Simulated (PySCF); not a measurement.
C6H17NSi, SMILES `CC(C)N([SiH3])C(C)C`.

Computed with PySCF, CAM-B3LYP/6-31G*, geometry: GFN2-xTB. No frequency check shows the geometry to be a minimum. Without diffuse functions Rydberg states are missing, so the states' numbers hold for this basis only.

Geometry (Å), atoms numbered from 1:

```
C1      -1.5994    0.7868   -1.4000
C2      -0.6943    0.9641   -0.1802
C3      -1.4959    1.5004    1.0080
N4       0.0015   -0.2630    0.1721
Si5     -0.8060   -1.7703    0.3285
C6       1.4507   -0.2417    0.0928
C7       1.9594   -0.0346   -1.3373
C8       2.0676    0.7802    1.0523
H9      -1.0328    0.3730   -2.2305
H10     -2.0126    1.7466   -1.7032
H11     -2.4182    0.1109   -1.1698
H12      0.0597    1.7154   -0.4365
H13     -2.2915    0.8094    1.2704
H14     -0.8478    1.6228    1.8718
H15     -1.9367    2.4637    0.7608
H16     -0.9406   -2.5194   -0.9355
H17     -0.0111   -2.5708    1.2622
H18     -2.1450   -1.5405    0.8687
H19      1.7841   -1.2333    0.4158
H20      3.0417   -0.1354   -1.3647
H21      1.6989    0.9526   -1.7121
H22      1.5224   -0.7823   -1.9951
H23      3.1473    0.6542    1.0780
H24      1.8520    1.8011    0.7470
H25      1.6748    0.6263    2.0543
```

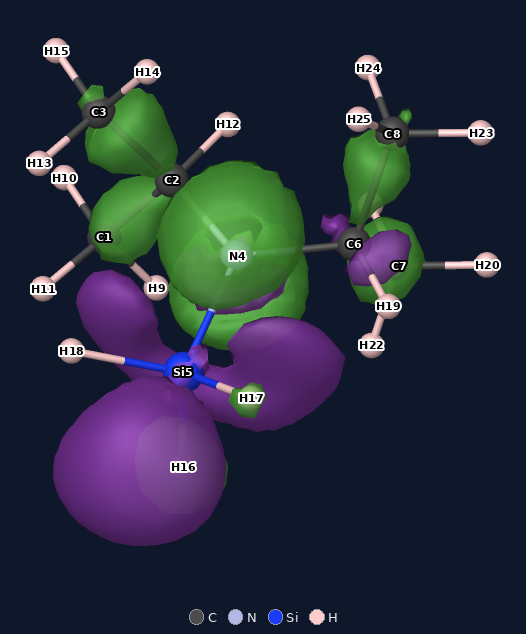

Unrelaxed difference density of S₁ less the ground state (TDA singlet states), ±0.02 e/Å³; purple: gain, green: loss.

**How does the charge move on excitation?**

0.80 e is displaced in all, of which about 0.6 e passes between atoms: N4 (0.43 e) and C2 (0.04 e) lose electrons and Si5 (0.37 e) and H18 (0.05 e) gain them. The state: 6.17 eV (201 nm), f = 0.009; the leading pair carries 100 %; hole on N4 (52 %), Si5 (10 %) and H16 (6 %), electron on Si5 (47 %), N4 (9 %) and H16 and H17 (7 % each); their centroids lie 1.5 Å apart.
